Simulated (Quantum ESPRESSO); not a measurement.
# CrSiTe3: which magnetic order is lowest, part 2 of 3

A self-consistent run ends on one state, which hangs on the start. Several orders of CrSiTe3 are started in Quantum ESPRESSO and their energies compared.

Quantum ESPRESSO 7.5; LDA; plane waves with GBRV 1.5 LDA potentials, no spin-orbit coupling.

So far, absolute magnetization (μB): step 2 (run 1, typed as ferro ++) 7.52.

## 3. Run 2 (antiferro +−)

The input, pw.in:

```
&CONTROL
  calculation = 'scf'
  prefix = 'pwscf'
  outdir = './tmp'
  pseudo_dir = './pseudo'
  disk_io = 'nowf'
/
&SYSTEM
  ibrav = 0
  nat = 10
  ntyp = 4
  ecutwfc = 40
  ecutrho = 280
  nbnd = 49
  occupations = 'smearing'
  smearing = 'fd'
  degauss = 0.00367493
  nspin = 2
  starting_magnetization(1) = 0.2143
  starting_magnetization(2) = -0.2143
  starting_magnetization(3) = 0
  starting_magnetization(4) = 0
/
&ELECTRONS
  conv_thr = 2d-08
  electron_maxstep = 150
  mixing_beta = 0.3
/
ATOMIC_SPECIES
Cr1    51.9961 cr_lda_v1.5.uspp.F.UPF
Cr2    51.9961 cr_lda_v1.5.uspp.F.UPF
Si     28.0850 si_lda_v1.uspp.F.UPF
Te    127.6000 te_lda_v1.uspp.F.UPF
CELL_PARAMETERS angstrom
   3.4152614328    1.9718021076    7.2576780084
  -3.4152614328    1.9718021076    7.2576780084
   0.0000000000   -3.9436042152    7.2576780084
ATOMIC_POSITIONS crystal
Cr1     0.6661873000    0.6661873000    0.6661873000
Cr2     0.3338127000    0.3338127000    0.3338127000
Si      0.0522024200    0.0522024200    0.0522024200
Si      0.9477975800    0.9477975800    0.9477975800
Te      0.7211835100    0.0776504400    0.4397477900
Te      0.4397477900    0.7211835100    0.0776504400
Te      0.0776504400    0.4397477900    0.7211835100
Te      0.9223495600    0.5602522100    0.2788164900
Te      0.5602522100    0.2788164900    0.9223495600
Te      0.2788164900    0.9223495600    0.5602522100
K_POINTS automatic
4 4 4 0 0 0
```

Started as:

```sh
OMP_NUM_THREADS=1 mpirun -n 4 pw.x -nk 4 -in pw.in > pw.out
```

Log:

```text
[banner, memory and clock lines left out]
Program PWSCF v.7.5 starts

     Message from routine setup:
     using ibrav=0 with symmetry is DISCOURAGED, use correct ibrav instead

     bravais-lattice index     =            0
     lattice parameter (alat)  =      15.6089  a.u.
     unit-cell volume          =    1978.9409 (a.u.)^3
     number of atoms/cell      =           10
     number of atomic types    =            4
     number of electrons       =        72.00
     number of Kohn-Sham states=           49
     kinetic-energy cutoff     =      40.0000  Ry
     charge density cutoff     =     280.0000  Ry
     scf convergence threshold =      2.0E-08
     mixing beta               =       0.3000
     number of iterations used =            8  plain     mixing
     Exchange-correlation= SLA  PZ   NOGX NOGC
                           (   1   1   0   0   0   0   0)

     celldm(1)=  15.608944  celldm(2)=   0.000000  celldm(3)=   0.000000
     celldm(4)=   0.000000  celldm(5)=   0.000000  celldm(6)=   0.000000

     crystal axes: (cart. coord. in units of alat)
               a(1) = (   0.413475   0.238720   0.878664 )
               a(2) = (  -0.413475   0.238720   0.878664 )
               a(3) = (   0.000000  -0.477440   0.878664 )

     reciprocal axes: (cart. coord. in units 2 pi/alat)
               b(1) = (  1.209263  0.698168  0.379364 )
               b(2) = ( -1.209263  0.698168  0.379364 )
               b(3) = (  0.000000 -1.396336  0.379364 )

     PseudoPot. # 1 for Cr read from file:
     cr_lda_v1.5.uspp.F.UPF
     Pseudo is Ultrasoft + core correction, Zval = 14.0

     PseudoPot. # 2 for Cr read from file:
     cr_lda_v1.5.uspp.F.UPF
     Pseudo is Ultrasoft + core correction, Zval = 14.0

     PseudoPot. # 3 for Si read from file:
     si_lda_v1.uspp.F.UPF
     Pseudo is Ultrasoft + core correction, Zval =  4.0

     PseudoPot. # 4 for Te read from file:
     te_lda_v1.uspp.F.UPF
     Pseudo is Ultrasoft + core correction, Zval =  6.0

     atomic species   valence    mass     pseudopotential
     Cr1              14.00    51.99610     Cr( 1.00)
     Cr2              14.00    51.99610     Cr( 1.00)
     Si                4.00    28.08500     Si( 1.00)
     Te                6.00   127.60000     Te( 1.00)

     Starting magnetic structure
     atomic species   magnetization
     Cr1             0.214
     Cr2            -0.214
     Si              0.000
     Te              0.000

      3 Sym. Ops. (no inversion) found

   Cartesian axes

     site n.     atom                  positions (alat units)
         1        Cr1    tau(   1) = (   0.0000000   0.0000000   1.7560653  )
         2        Cr2    tau(   2) = (  -0.0000000   0.0000000   0.8799280  )
         3        Si     tau(   3) = (   0.0000000  -0.0000000   0.1376052  )
         4        Si     tau(   4) = (   0.0000000  -0.0000000   2.4983881  )
         5        Te     tau(   5) = (   0.2660849  -0.0192555   1.0882977  )
         6        Te     tau(   6) = (  -0.1163666   0.2400640   1.0882977  )
         7        Te     tau(   7) = (  -0.1497182  -0.2208085   1.0882977  )
         8        Te     tau(   8) = (   0.1497182   0.2208085   1.5476956  )
         9        Te     tau(   9) = (   0.1163666  -0.2400640   1.5476956  )
        10        Te     tau(  10) = (  -0.2660849   0.0192555   1.5476956  )

     number of k points=    14  Fermi-Dirac smearing, width (Ry)=  0.0037
                       cart. coord. in units 2pi/alat
        k(    1) = (   0.0000000   0.0000000   0.0000000), wk =   0.0156250
        k(    2) = (   0.0000000  -0.3490841   0.0948409), wk =   0.0937500
        k(    3) = (   0.0000000   0.6981682  -0.1896818), wk =   0.0468750
        k(    4) = (  -0.3023157  -0.1745421   0.1896818), wk =   0.0937500
        k(    5) = (  -0.3023157   0.8727103  -0.0948409), wk =   0.0937500
        [... 9 further k-points ...]

     Dense  grid:   156649 G-vectors     FFT dimensions: (  90,  90,  90)

     Smooth grid:    67585 G-vectors     FFT dimensions: (  64,  64,  64)

     Generating pointlists ...
     new r_m :   0.1395 (alat units)  2.1774 (a.u.) for type    1
     new r_m :   0.1395 (alat units)  2.1774 (a.u.) for type    2
     new r_m :   0.1135 (alat units)  1.7720 (a.u.) for type    3
     new r_m :   0.1261 (alat units)  1.9684 (a.u.) for type    4

     Initial potential from superposition of free atoms

     starting charge      69.9977, renormalised to      72.0000

     negative rho (up, down):  6.288E-04 6.288E-04
     Starting wfcs are   52 randomized atomic wfcs

     Self-consistent Calculation

     iteration #  1     ecut=    40.00 Ry     beta= 0.30
     Davidson diagonalization with overlap
     ethr =  1.00E-02,  avg # of iterations =  3.4

     negative rho (up, down):  4.675E-04 4.674E-04

     total energy              =    -528.71481127 Ry
     estimated scf accuracy    <       2.32604304 Ry

     total magnetization       =    -0.00 Bohr mag/cell
     absolute magnetization    =     6.59 Bohr mag/cell

     iteration #  2     ecut=    40.00 Ry     beta= 0.30
     Davidson diagonalization with overlap
     ethr =  3.23E-03,  avg # of iterations =  3.1

     negative rho (up, down):  5.658E-04 5.659E-04

     total energy              =    -528.59163401 Ry
     estimated scf accuracy    <      10.52078114 Ry

     total magnetization       =     0.01 Bohr mag/cell
     absolute magnetization    =     2.90 Bohr mag/cell

     [... further iterations left out ...]

     iteration # 14     ecut=    40.00 Ry     beta= 0.30
     Davidson diagonalization with overlap
     ethr =  1.69E-10,  avg # of iterations =  4.4

     negative rho (up, down):  3.342E-03 3.342E-03

     total energy              =    -529.49438706 Ry
     estimated scf accuracy    <       0.00000003 Ry

     total magnetization       =     0.00 Bohr mag/cell
     absolute magnetization    =     7.13 Bohr mag/cell

     iteration # 15     ecut=    40.00 Ry     beta= 0.30
     Davidson diagonalization with overlap
     ethr =  4.61E-11,  avg # of iterations =  2.0

     negative rho (up, down):  3.343E-03 3.343E-03

     Magnetic moment per site  (integrated on atomic sphere of radius R)
     atom   1 (R=0.139)  charge= 12.5532  magn=  2.9608
     atom   2 (R=0.139)  charge= 12.5532  magn= -2.9608
     atom   3 (R=0.114)  charge=  1.6314  magn= -0.0003
     atom   4 (R=0.114)  charge=  1.6314  magn=  0.0003
     atom   5 (R=0.126)  charge=  2.6902  magn= -0.0006
     atom   6 (R=0.126)  charge=  2.6902  magn= -0.0006
     atom   7 (R=0.126)  charge=  2.6902  magn= -0.0006
     atom   8 (R=0.126)  charge=  2.6902  magn=  0.0006
     atom   9 (R=0.126)  charge=  2.6902  magn=  0.0006
     atom  10 (R=0.126)  charge=  2.6902  magn=  0.0006

     End of self-consistent calculation

     [... lines left out ...]
     the Fermi energy is     5.8224 ev

!    total energy              =    -529.49438706 Ry
     estimated scf accuracy    <          5.9E-09 Ry
     smearing contrib. (-TS)   =      -0.00001293 Ry
     internal energy E=F+TS    =    -529.49437413 Ry

     The total energy is F=E-TS. E is the sum of the following terms:
     one-electron contribution =    -348.98460903 Ry
     hartree contribution      =     197.12847523 Ry
     xc contribution           =    -139.43883897 Ry
     ewald contribution        =    -238.19940137 Ry

     total magnetization       =     0.00 Bohr mag/cell
     absolute magnetization    =     7.13 Bohr mag/cell

     convergence has been achieved in  15 iterations
```

Run time: 2.1 min. Hardware: 4 MPI ranks of Arm Neoverse V1, shared host; peak memory 1.4 GiB.

Spin moment in the atom's sphere by atom:

```tsv
atom	spin moment in the atom's sphere (μB)
Cr1	2.96
Cr2	-2.96
Si3	0.00
Si4	0.00
Te5	0.00
Te6	0.00
Te7	0.00
Te8	0.00
Te9	0.00
Te10	0.00
```

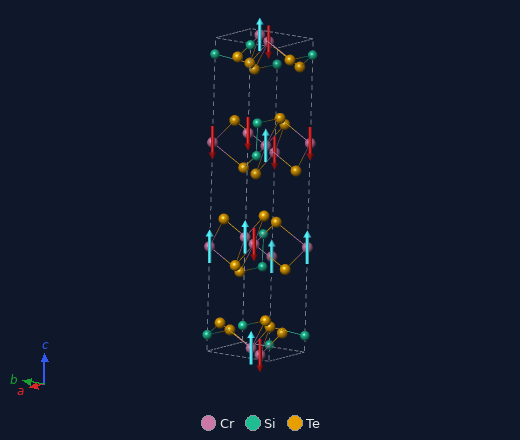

Spin moment in the atom's sphere as arrows, the longest 2.96 μB. Up and down stand for the sign. Arrows give size and sign along the axis of quantisation, drawn up and down the page. The two directions have two colours. Bonds to atoms that aren't drawn are left out. Some periodic images of atoms are drawn too.

Numbers from this step:

```
smearing term TS       : 1.76e-4 eV
magnetization          : 0 μB
absolute magnetization : 7.133 μB
final state            : antiferromagnetic
```

## 4. Ranking

An order is kept where moments of 0.15 μB or more survive with the typed signs; meshes match where a doubled cell samples the same k points as the first cell.

Orders:

```tsv
start	final state	typed order kept	energy over the lowest (meV a seeded atom)	largest site moment (μB)	net moment (μB a cell of the first run)	mesh matched	CPU time (s)
ferro ++	ferromagnetic	yes	0	3.048	6	yes	445.7
antiferro +-	antiferromagnetic	yes	20.23	2.961	0	yes	494.6
```

## 5. The lowest state again, with its states saved

The input, pw.in:

```
&CONTROL
  calculation = 'scf'
  prefix = 'pwscf'
  outdir = './tmp'
  pseudo_dir = './pseudo'
  disk_io = 'low'
/
&SYSTEM
  ibrav = 0
  celldm(1) = 8
  nat = 10
  ntyp = 3
  ecutwfc = 40
  ecutrho = 280
  nbnd = 56
  occupations = 'smearing'
  smearing = 'fd'
  degauss = 0.00367493
  nspin = 2
  starting_magnetization(1) = 0.2143
  starting_magnetization(2) = 0
  starting_magnetization(3) = 0
/
&ELECTRONS
  conv_thr = 2d-08
  electron_maxstep = 150
  mixing_beta = 0.3
/
ATOMIC_SPECIES
Cr     51.9961 cr_lda_v1.5.uspp.F.UPF
Si     28.0850 si_lda_v1.uspp.F.UPF
Te    127.6000 te_lda_v1.uspp.F.UPF
CELL_PARAMETERS alat
   0.8067385939986    0.4657707444155    1.7143779670744
  -0.8067385939986    0.4657707444155    1.7143779670744
   0.0000000000000   -0.9315414888310    1.7143779670744
ATOMIC_POSITIONS crystal
Cr      0.6661873000    0.6661873000    0.6661873000
Cr      0.3338127000    0.3338127000    0.3338127000
Si      0.0522024200    0.0522024200    0.0522024200
Si      0.9477975800    0.9477975800    0.9477975800
Te      0.7211835100    0.0776504400    0.4397477900
Te      0.4397477900    0.7211835100    0.0776504400
Te      0.0776504400    0.4397477900    0.7211835100
Te      0.9223495600    0.5602522100    0.2788164900
Te      0.5602522100    0.2788164900    0.9223495600
Te      0.2788164900    0.9223495600    0.5602522100
K_POINTS automatic
4 4 4 0 0 0
```

Log:

```text
     [... lines left out ...]
Program PWSCF v.7.5 starts
     [... lines left out ...]
     number of atoms/cell      =           10
     [... lines left out ...]
     number of electrons       =        72.00
     number of Kohn-Sham states=           56
     kinetic-energy cutoff     =      40.0000  Ry
     charge density cutoff     =     280.0000  Ry
     scf convergence threshold =      2.0E-08
     [... lines left out ...]
      6 Sym. Ops., with inversion, found
     [... lines left out ...]
     number of k points=    14  Fermi-Dirac smearing, width (Ry)=  0.0037
     [... lines left out ...]
     iteration # 13     ecut=    40.00 Ry     beta= 0.30
     [... lines left out ...]
     Magnetic moment per site  (integrated on atomic sphere of radius R)
     atom   1 (R=0.272)  charge= 12.5567  magn=  3.0478
     atom   2 (R=0.272)  charge= 12.5567  magn=  3.0478
     atom   3 (R=0.221)  charge=  1.6310  magn=  0.0210
     atom   4 (R=0.221)  charge=  1.6310  magn=  0.0210
     atom   5 (R=0.246)  charge=  2.6908  magn= -0.0623
     atom   6 (R=0.246)  charge=  2.6908  magn= -0.0623
     atom   7 (R=0.246)  charge=  2.6908  magn= -0.0623
     atom   8 (R=0.246)  charge=  2.6908  magn= -0.0623
     atom   9 (R=0.246)  charge=  2.6908  magn= -0.0623
     atom  10 (R=0.246)  charge=  2.6908  magn= -0.0623
     [... lines left out ...]
     the Fermi energy is     5.7682 ev
!    total energy              =    -529.49736149 Ry
     estimated scf accuracy    <          5.3E-09 Ry
     smearing contrib. (-TS)   =      -0.00003918 Ry
     [... lines left out ...]
     total magnetization       =     6.00 Bohr mag/cell
     absolute magnetization    =     7.52 Bohr mag/cell
     convergence has been achieved in  13 iterations
```

Wall time 2 min (4 MPI ranks); peak memory 1.4 GiB.

This step gave:

```
smearing term TS       : 5.33e-4 eV
magnetization          : 6 μB
absolute magnetization : 7.517 μB
final state            : ferromagnetic
largest moment         : 3.048 μB
```

(Continued in part 3 of 3.)

[Logs and program files are shortened in this print: banners, set-up blocks, solver, clock and traceback lines can be left out without a mark of their own.]

[Logs are printed without paths, hosts, clocks, repeated set-up lines and the standing remarks that a program may print on its own settings, such as how far it seeks lower states.]

[Hosts, paths, dates, database ids (printed as entryN), source tags and the programs' standing remarks are cut or masked in the printed files.]

[Where a cell is said to come from a database of computed structures, the database is the Materials Project.]
